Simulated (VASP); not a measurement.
Band structure of PbO (space group P4/nmm). Method: PBE GGA, VASP's PBE PAW potentials (set 64) (plane waves; VASP).

The path is coarsely sampled, so an indirect gap can come out somewhat too large. Unless said otherwise, spin-orbit coupling is left out, though it shifts the bands of the heavy elements here.

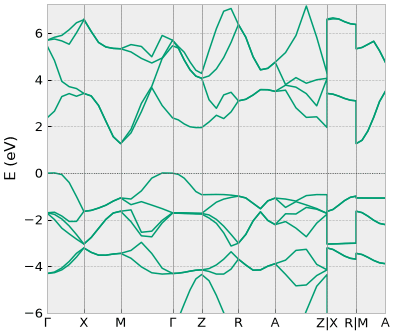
Bands along high-symmetry lines, zero at the valence-band maximum or, without a gap, the Fermi level

Q: Read the plot: is there a gap, and where are the band edges?

A: The gap is indirect, 1.26 eV, from the valence maximum at Γ-X at 0.20 to the conduction minimum at M.

The structure is a typed PbO crystal (P4/nmm). The cell was not relaxed at this level.
